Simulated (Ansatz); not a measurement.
Molecular dynamics, with input and output: C$_{3}$H$_{5}$ClO (part 1 of 3)

The run: molecular dynamics of C$_{3}$H$_{5}$ClO. Method and program: UHF/STO-3G (Ansatz 0.2.0).

It belongs to a series of runs on one base structure; here: dynamics from the highest image of the converged band. Figures and captions count atoms from 1; the log counts them from 0 in places.

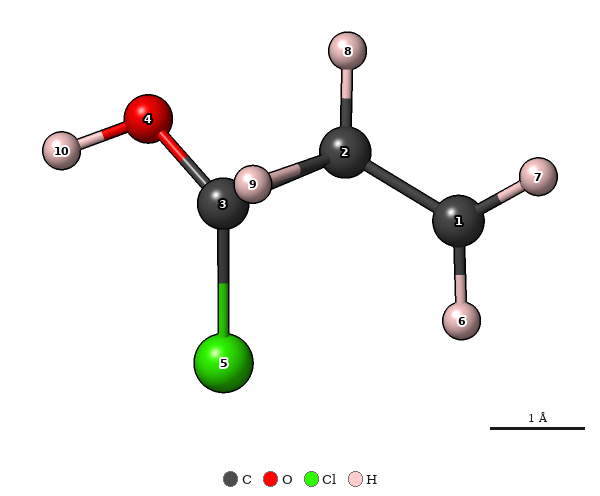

Fig. 1: The input geometry (ball-and-stick view, seen at a tilt; atoms are numbered from 1 in the order of the input).

### Results in brief

| quantity | value |
| --- | --- |
| outcome | finished |
| mean temperature over the second half | 1381 K |
| trajectory | 200 steps, 100 fs |
| ensemble | nve |
| temperature in the input | 100.0 K |
| time step | 0.5 fs |
| potential energy (last step) | −17507.9769 eV |
| mean-field energy (last step) | −17507.9769 eV |
| ⟨S²⟩ (last step) | 1.033 |
| largest force (length of the vector) (last step) | 6.705 eV/Å |
| hardware | 1 thread of Arm Neoverse V1, 24 GiB of memory available, shared host |
| wall time | 2.3 min |
| peak memory | 0.095 GiB |

### Remarks

⟨S²⟩ is 1.03 against 0.00 for a pure state: the solution is spin-contaminated. So short a trajectory is not equilibrated.

### Input file
```yaml
crystal:
  periodic: [false, false, false]
  atoms:
    - { symbol: C, position_ang: [-1.310293, -0.64097, -0.867472] }
    - { symbol: C, position_ang: [-0.290027, -0.578583, 0.12433] }
    - { symbol: C, position_ang: [0.698905, 0.543513, 0.306717] }
    - { symbol: O, position_ang: [1.945163, 0.171243, 0.808856] }
    - { symbol: Cl, position_ang: [0.717732, 1.857077, -0.952354] }
    - { symbol: H, position_ang: [-1.49756, 0.192274, -1.528755] }
    - { symbol: H, position_ang: [-2.021277, -1.454074, -0.852184] }
    - { symbol: H, position_ang: [-0.003896, -1.477723, 0.65686] }
    - { symbol: H, position_ang: [-0.461629, 0.354086, 1.057188] }
    - { symbol: H, position_ang: [2.305881, 0.981957, 1.249815] }
magnetization:
  spin_polarized: true
basis:
  gaussian: { orbitals: STO-3G }
hamiltonian:
  xc: hf
md:
  timestep: 0.5
  n_steps: 200
  ensemble: nve
  temperature: 100.0
  initial_velocities: maxwell_boltzmann
  seed: 8572
```

Launched with:
```bash
ansatz run input.yaml --threads 1 --pin off --max-ram 2048MiB --backend cpu --events-out ev --progress --plain --runs-dir out
```

### Output
```
Engine: ansatz 0.2.0, aarch64-unknown-linux-gnu
Functional definition: HF
  exchange = exact_x
  correlation = 0
500 factors; integrals over basis functions are off by at most 8.6e-6 eV
mean field evaluation 1: about -17500.9445 eV, gradient 2.4e1 eV
mean field evaluation 2: about -17501.1089 eV, gradient 2.4e1 eV
mean field evaluation 4: about -17505.2416 eV, gradient 2.2e0 eV
mean field evaluation 8: about -17505.3153 eV, gradient 1.3e-4 eV
mean field evaluation 16: about -17506.5192 eV, gradient 4.4e-5 eV
mean field evaluation 32: about -17506.5112 eV, gradient 3.2e-4 eV
mean field -17506.51116247 eV, -643.3524188813 hartree, gradient 1.5e-5 eV, S^2 0.866073; 3 other end points of the search recorded, 0 dependent functions left out
the calculation of the forces begins
reference -17506.51116247 eV, -643.3524188813 hartree; 24, 24 occupied and 10, 10 virtual orbitals, 500 factors
md step     0: t =     0.00 fs  T =   100.0 K  F+E_penalty+E_count = -17506.51116247 eV  E_kin = 0.103408 eV  conserved = -17506.40775447 eV  (116 SCF iters)
these checks for a lower state are left out or cut short: starts, cluster_reference, orbital_swaps, neighbouring_geometries, increment
500 factors; integrals over basis functions are off by at most 8.6e-6 eV
mean field -17506.50974608 eV, -643.3523668300 hartree, gradient 1.8e-5 eV, S^2 0.869411; 0 other end points of the search recorded, 0 dependent functions left out
the calculation of the forces begins
reference -17506.50974608 eV, -643.3523668300 hartree; 24, 24 occupied and 10, 10 virtual orbitals, 500 factors
md step     1: t =     0.50 fs  T =    98.7 K  F+E_penalty+E_count = -17506.50974608 eV  E_kin = 0.102032 eV  conserved = -17506.40771366 eV  (31 SCF iters)
[... from here on the SCF iterations and repeated set-up lines of each step are left out, up to the last step ...]
md step     2: t =     1.00 fs  T =    95.3 K  F+E_penalty+E_count = -17506.50617937 eV  E_kin = 0.098581 eV  conserved = -17506.40759876 eV  (31 SCF iters)
md step     3: t =     1.50 fs  T =    91.7 K  F+E_penalty+E_count = -17506.50225942 eV  E_kin = 0.094791 eV  conserved = -17506.40746800 eV  (30 SCF iters)
md step     4: t =     2.00 fs  T =    89.6 K  F+E_penalty+E_count = -17506.50002827 eV  E_kin = 0.092646 eV  conserved = -17506.40738204 eV  (31 SCF iters)
md step     5: t =     2.50 fs  T =    90.4 K  F+E_penalty+E_count = -17506.50085761 eV  E_kin = 0.093501 eV  conserved = -17506.40735689 eV  (31 SCF iters)
md step     6: t =     3.00 fs  T =    94.6 K  F+E_penalty+E_count = -17506.50521384 eV  E_kin = 0.097867 eV  conserved = -17506.40734636 eV  (31 SCF iters)
md step     7: t =     3.50 fs  T =   102.6 K  F+E_penalty+E_count = -17506.51336893 eV  E_kin = 0.106102 eV  conserved = -17506.40726734 eV  (31 SCF iters)
md step     8: t =     4.00 fs  T =   115.7 K  F+E_penalty+E_count = -17506.52668654 eV  E_kin = 0.119642 eV  conserved = -17506.40704480 eV  (31 SCF iters)
md step     9: t =     4.50 fs  T =   137.5 K  F+E_penalty+E_count = -17506.54881636 eV  E_kin = 0.142173 eV  conserved = -17506.40664312 eV  (30 SCF iters)
md step    10: t =     5.00 fs  T =   174.3 K  F+E_penalty+E_count = -17506.58631152 eV  E_kin = 0.180234 eV  conserved = -17506.40607739 eV  (29 SCF iters)
md step    11: t =     5.50 fs  T =   235.0 K  F+E_penalty+E_count = -17506.64848205 eV  E_kin = 0.243055 eV  conserved = -17506.40542665 eV  (29 SCF iters)
md step    12: t =     6.00 fs  T =   330.2 K  F+E_penalty+E_count = -17506.74630278 eV  E_kin = 0.341434 eV  conserved = -17506.40486838 eV  (30 SCF iters)
md step    13: t =     6.50 fs  T =   469.2 K  F+E_penalty+E_count = -17506.88991362 eV  E_kin = 0.485205 eV  conserved = -17506.40470831 eV  (31 SCF iters)
md step    14: t =     7.00 fs  T =   656.7 K  F+E_penalty+E_count = -17507.08433140 eV  E_kin = 0.679032 eV  conserved = -17506.40529939 eV  (31 SCF iters)
md step    15: t =     7.50 fs  T =   887.4 K  F+E_penalty+E_count = -17507.32445236 eV  E_kin = 0.917674 eV  conserved = -17506.40677826 eV  (29 SCF iters)
md step    16: t =     8.00 fs  T =  1144.9 K  F+E_penalty+E_count = -17507.59276836 eV  E_kin = 1.183945 eV  conserved = -17506.40882340 eV  (29 SCF iters)
md step    17: t =     8.50 fs  T =  1404.5 K  F+E_penalty+E_count = -17507.86311305 eV  E_kin = 1.452358 eV  conserved = -17506.41075489 eV  (29 SCF iters)
md step    18: t =     9.00 fs  T =  1641.6 K  F+E_penalty+E_count = -17508.10949398 eV  E_kin = 1.697526 eV  conserved = -17506.41196756 eV  (28 SCF iters)
md step    19: t =     9.50 fs  T =  1839.2 K  F+E_penalty+E_count = -17508.31429865 eV  E_kin = 1.901891 eV  conserved = -17506.41240757 eV  (29 SCF iters)
md step    20: t =    10.00 fs  T =  1989.2 K  F+E_penalty+E_count = -17508.46954406 eV  E_kin = 2.056944 eV  conserved = -17506.41259986 eV  (29 SCF iters)
md step    21: t =    10.50 fs  T =  2086.8 K  F+E_penalty+E_count = -17508.57092309 eV  E_kin = 2.157917 eV  conserved = -17506.41300596 eV  (29 SCF iters)
md step    22: t =    11.00 fs  T =  2126.8 K  F+E_penalty+E_count = -17508.61269385 eV  E_kin = 2.199250 eV  conserved = -17506.41344340 eV  (29 SCF iters)
md step    23: t =    11.50 fs  T =  2105.3 K  F+E_penalty+E_count = -17508.59042484 eV  E_kin = 2.177093 eV  conserved = -17506.41333209 eV  (29 SCF iters)
md step    24: t =    12.00 fs  T =  2026.8 K  F+E_penalty+E_count = -17508.50824658 eV  E_kin = 2.095825 eV  conserved = -17506.41242198 eV  (29 SCF iters)
md step    25: t =    12.50 fs  T =  1906.1 K  F+E_penalty+E_count = -17508.38197023 eV  E_kin = 1.971015 eV  conserved = -17506.41095552 eV  (29 SCF iters)
md step    26: t =    13.00 fs  T =  1765.9 K  F+E_penalty+E_count = -17508.23549895 eV  E_kin = 1.826108 eV  conserved = -17506.40939099 eV  (30 SCF iters)
md step    27: t =    13.50 fs  T =  1630.4 K  F+E_penalty+E_count = -17508.09408889 eV  E_kin = 1.685980 eV  conserved = -17506.40810898 eV  (29 SCF iters)
md step    28: t =    14.00 fs  T =  1519.4 K  F+E_penalty+E_count = -17507.97854954 eV  E_kin = 1.571232 eV  conserved = -17506.40731704 eV  (31 SCF iters)
md step    29: t =    14.50 fs  T =  1445.6 K  F+E_penalty+E_count = -17507.90192268 eV  E_kin = 1.494837 eV  conserved = -17506.40708604 eV  (31 SCF iters)
md step    30: t =    15.00 fs  T =  1412.7 K  F+E_penalty+E_count = -17507.86823687 eV  E_kin = 1.460814 eV  conserved = -17506.40742255 eV  (31 SCF iters)
md step    31: t =    15.50 fs  T =  1415.8 K  F+E_penalty+E_count = -17507.87238209 eV  E_kin = 1.464072 eV  conserved = -17506.40830960 eV  (30 SCF iters)
md step    32: t =    16.00 fs  T =  1441.7 K  F+E_penalty+E_count = -17507.90053878 eV  E_kin = 1.490849 eV  conserved = -17506.40968955 eV  (30 SCF iters)
md step    33: t =    16.50 fs  T =  1470.0 K  F+E_penalty+E_count = -17507.93146612 eV  E_kin = 1.520104 eV  conserved = -17506.41136202 eV  (29 SCF iters)
md step    34: t =    17.00 fs  T =  1477.0 K  F+E_penalty+E_count = -17507.94016996 eV  E_kin = 1.527364 eV  conserved = -17506.41280589 eV  (29 SCF iters)
md step    35: t =    17.50 fs  T =  1444.0 K  F+E_penalty+E_count = -17507.90631389 eV  E_kin = 1.493207 eV  conserved = -17506.41310709 eV  (29 SCF iters)
md step    36: t =    18.00 fs  T =  1369.5 K  F+E_penalty+E_count = -17507.82764916 eV  E_kin = 1.416210 eV  conserved = -17506.41143887 eV  (29 SCF iters)
md step    37: t =    18.50 fs  T =  1278.6 K  F+E_penalty+E_count = -17507.73053126 eV  E_kin = 1.322223 eV  conserved = -17506.40830822 eV  (29 SCF iters)
md step    38: t =    19.00 fs  T =  1212.9 K  F+E_penalty+E_count = -17507.66041583 eV  E_kin = 1.254227 eV  conserved = -17506.40618926 eV  (29 SCF iters)
md step    39: t =    19.50 fs  T =  1198.4 K  F+E_penalty+E_count = -17507.64655119 eV  E_kin = 1.239203 eV  conserved = -17506.40734789 eV  (29 SCF iters)
md step    40: t =    20.00 fs  T =  1219.4 K  F+E_penalty+E_count = -17507.67182833 eV  E_kin = 1.260949 eV  conserved = -17506.41087943 eV  (29 SCF iters)
md step    41: t =    20.50 fs  T =  1230.0 K  F+E_penalty+E_count = -17507.68564646 eV  E_kin = 1.271904 eV  conserved = -17506.41374252 eV  (29 SCF iters)
md step    42: t =    21.00 fs  T =  1191.3 K  F+E_penalty+E_count = -17507.64603601 eV  E_kin = 1.231906 eV  conserved = -17506.41412988 eV  (30 SCF iters)
md step    43: t =    21.50 fs  T =  1096.5 K  F+E_penalty+E_count = -17507.54634352 eV  E_kin = 1.133908 eV  conserved = -17506.41243528 eV  (30 SCF iters)
md step    44: t =    22.00 fs  T =   968.5 K  F+E_penalty+E_count = -17507.41142634 eV  E_kin = 1.001506 eV  conserved = -17506.40992064 eV  (30 SCF iters)
md step    45: t =    22.50 fs  T =   843.2 K  F+E_penalty+E_count = -17507.27959089 eV  E_kin = 0.871951 eV  conserved = -17506.40764005 eV  (31 SCF iters)
md step    46: t =    23.00 fs  T =   754.6 K  F+E_penalty+E_count = -17507.18640797 eV  E_kin = 0.780269 eV  conserved = -17506.40613881 eV  (31 SCF iters)
md step    47: t =    23.50 fs  T =   725.5 K  F+E_penalty+E_count = -17507.15576788 eV  E_kin = 0.750204 eV  conserved = -17506.40556345 eV  (31 SCF iters)
md step    48: t =    24.00 fs  T =   765.2 K  F+E_penalty+E_count = -17507.19709050 eV  E_kin = 0.791241 eV  conserved = -17506.40584975 eV  (31 SCF iters)
md step    49: t =    24.50 fs  T =   869.5 K  F+E_penalty+E_count = -17507.30601150 eV  E_kin = 0.899125 eV  conserved = -17506.40688649 eV  (31 SCF iters)
md step    50: t =    25.00 fs  T =  1022.6 K  F+E_penalty+E_count = -17507.46607887 eV  E_kin = 1.057465 eV  conserved = -17506.40861388 eV  (31 SCF iters)
md step    51: t =    25.50 fs  T =  1198.2 K  F+E_penalty+E_count = -17507.65005865 eV  E_kin = 1.239077 eV  conserved = -17506.41098189 eV  (30 SCF iters)
md step    52: t =    26.00 fs  T =  1361.4 K  F+E_penalty+E_count = -17507.82152338 eV  E_kin = 1.407787 eV  conserved = -17506.41373638 eV  (31 SCF iters)
md step    53: t =    26.50 fs  T =  1473.7 K  F+E_penalty+E_count = -17507.94001183 eV  E_kin = 1.523955 eV  conserved = -17506.41605652 eV  (31 SCF iters)
md step    54: t =    27.00 fs  T =  1507.1 K  F+E_penalty+E_count = -17507.97478662 eV  E_kin = 1.558441 eV  conserved = -17506.41634546 eV  (30 SCF iters)
md step    55: t =    27.50 fs  T =  1465.8 K  F+E_penalty+E_count = -17507.92879324 eV  E_kin = 1.515781 eV  conserved = -17506.41301242 eV  (31 SCF iters)
md step    56: t =    28.00 fs  T =  1404.1 K  F+E_penalty+E_count = -17507.85889958 eV  E_kin = 1.451948 eV  conserved = -17506.40695202 eV  (31 SCF iters)
md step    57: t =    28.50 fs  T =  1406.4 K  F+E_penalty+E_count = -17507.85739942 eV  E_kin = 1.454307 eV  conserved = -17506.40309228 eV  (31 SCF iters)
md step    58: t =    29.00 fs  T =  1522.4 K  F+E_penalty+E_count = -17507.98005507 eV  E_kin = 1.574274 eV  conserved = -17506.40578072 eV  (30 SCF iters)
md step    59: t =    29.50 fs  T =  1716.2 K  F+E_penalty+E_count = -17508.18737100 eV  E_kin = 1.774706 eV  conserved = -17506.41266471 eV  (30 SCF iters)
md step    60: t =    30.00 fs  T =  1894.7 K  F+E_penalty+E_count = -17508.37720767 eV  E_kin = 1.959299 eV  conserved = -17506.41790853 eV  (31 SCF iters)
md step    61: t =    30.50 fs  T =  1980.5 K  F+E_penalty+E_count = -17508.46691109 eV  E_kin = 2.047976 eV  conserved = -17506.41893530 eV  (31 SCF iters)
md step    62: t =    31.00 fs  T =  1951.1 K  F+E_penalty+E_count = -17508.43441921 eV  E_kin = 2.017566 eV  conserved = -17506.41685355 eV  (31 SCF iters)
md step    63: t =    31.50 fs  T =  1830.1 K  F+E_penalty+E_count = -17508.30611458 eV  E_kin = 1.892493 eV  conserved = -17506.41362113 eV  (31 SCF iters)
md step    64: t =    32.00 fs  T =  1661.5 K  F+E_penalty+E_count = -17508.12870884 eV  E_kin = 1.718162 eV  conserved = -17506.41054645 eV  (30 SCF iters)
md step    65: t =    32.50 fs  T =  1489.7 K  F+E_penalty+E_count = -17507.94867309 eV  E_kin = 1.540446 eV  conserved = -17506.40822741 eV  (31 SCF iters)
md step    66: t =    33.00 fs  T =  1349.2 K  F+E_penalty+E_count = -17507.80202680 eV  E_kin = 1.395179 eV  conserved = -17506.40684811 eV  (32 SCF iters)
md step    67: t =    33.50 fs  T =  1261.3 K  F+E_penalty+E_count = -17507.71071241 eV  E_kin = 1.304328 eV  conserved = -17506.40638461 eV  (32 SCF iters)
md step    68: t =    34.00 fs  T =  1233.7 K  F+E_penalty+E_count = -17507.68245636 eV  E_kin = 1.275738 eV  conserved = -17506.40671827 eV  (32 SCF iters)
md step    69: t =    34.50 fs  T =  1261.6 K  F+E_penalty+E_count = -17507.71232003 eV  E_kin = 1.304595 eV  conserved = -17506.40772499 eV  (32 SCF iters)
md step    70: t =    35.00 fs  T =  1329.9 K  F+E_penalty+E_count = -17507.78457734 eV  E_kin = 1.375238 eV  conserved = -17506.40933910 eV  (31 SCF iters)
md step    71: t =    35.50 fs  T =  1414.2 K  F+E_penalty+E_count = -17507.87397841 eV  E_kin = 1.462443 eV  conserved = -17506.41153560 eV  (30 SCF iters)
md step    72: t =    36.00 fs  T =  1482.1 K  F+E_penalty+E_count = -17507.94673292 eV  E_kin = 1.532567 eV  conserved = -17506.41416607 eV  (30 SCF iters)
md step    73: t =    36.50 fs  T =  1496.1 K  F+E_penalty+E_count = -17507.96371457 eV  E_kin = 1.547054 eV  conserved = -17506.41666078 eV  (30 SCF iters)
md step    74: t =    37.00 fs  T =  1424.0 K  F+E_penalty+E_count = -17507.89027066 eV  E_kin = 1.472562 eV  conserved = -17506.41770854 eV  (115 SCF iters)
md step    75: t =    37.50 fs  T =  1257.6 K  F+E_penalty+E_count = -17507.71610321 eV  E_kin = 1.300449 eV  conserved = -17506.41565402 eV  (30 SCF iters)
md step    76: t =    38.00 fs  T =  1033.1 K  F+E_penalty+E_count = -17507.47849024 eV  E_kin = 1.068353 eV  conserved = -17506.41013717 eV  (30 SCF iters)
md step    77: t =    38.50 fs  T =   831.4 K  F+E_penalty+E_count = -17507.26390880 eV  E_kin = 0.859741 eV  conserved = -17506.40416793 eV  (30 SCF iters)
md step    78: t =    39.00 fs  T =   734.6 K  F+E_penalty+E_count = -17507.16212196 eV  E_kin = 0.759682 eV  conserved = -17506.40244018 eV  (30 SCF iters)
md step    79: t =    39.50 fs  T =   767.4 K  F+E_penalty+E_count = -17507.19950554 eV  E_kin = 0.793598 eV  conserved = -17506.40590766 eV  (29 SCF iters)
md step    80: t =    40.00 fs  T =   884.1 K  F+E_penalty+E_count = -17507.32495638 eV  E_kin = 0.914198 eV  conserved = -17506.41075824 eV  (31 SCF iters)
md step    81: t =    40.50 fs  T =  1014.6 K  F+E_penalty+E_count = -17507.46260835 eV  E_kin = 1.049167 eV  conserved = -17506.41344118 eV  (31 SCF iters)
md step    82: t =    41.00 fs  T =  1113.9 K  F+E_penalty+E_count = -17507.56531431 eV  E_kin = 1.151835 eV  conserved = -17506.41347885 eV  (29 SCF iters)
md step    83: t =    41.50 fs  T =  1173.8 K  F+E_penalty+E_count = -17507.62594953 eV  E_kin = 1.213810 eV  conserved = -17506.41213946 eV  (29 SCF iters)
md step    84: t =    42.00 fs  T =  1208.9 K  F+E_penalty+E_count = -17507.66079149 eV  E_kin = 1.250139 eV  conserved = -17506.41065288 eV  (30 SCF iters)
md step    85: t =    42.50 fs  T =  1239.1 K  F+E_penalty+E_count = -17507.69090335 eV  E_kin = 1.281321 eV  conserved = -17506.40958219 eV  (32 SCF iters)
```
